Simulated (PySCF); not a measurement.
C₅H₈OSSi, SMILES c1ccsc1[SiH2]CO at its GFN2-xTB optimised geometry (Å):

```
16

O     -1.6064    -3.7510     0.0197
C     -0.7049    -2.6522     0.0055
Si    -1.6685    -1.0029     0.0055
C     -0.4539     0.4193     0.0000
C      0.9117     0.4193     0.0000
C      1.4824     1.7090     0.0000
C      0.5420     2.6885     0.0004
S     -1.0518     2.0492     0.0003
H     -2.1526    -3.7096    -0.7709
H     -0.0190    -2.7445    -0.8465
H     -0.1078    -2.7670     0.9109
H     -2.4905    -0.9575    -1.2172
H     -2.5414    -0.9429     1.1802
H      1.4915    -0.4870     0.0007
H      2.5414     1.8972    -0.0001
H      0.6844     3.7510     0.0011
```

Computed with PySCF with CAM-B3LYP/def2-TZVP.

Map of the electrostatic potential (hartree/e), clipped to [-0.08, 0.12] on the plane z = 1.5 Å:

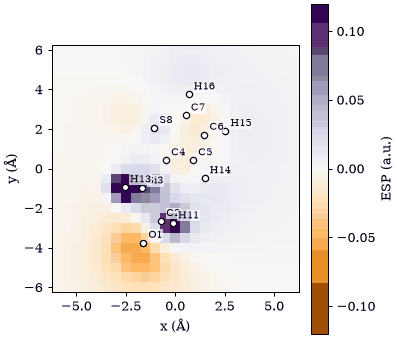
*Electrostatic potential (hartree/e), clipped to [-0.08, 0.12] on the plane z = 1.5 Å.*
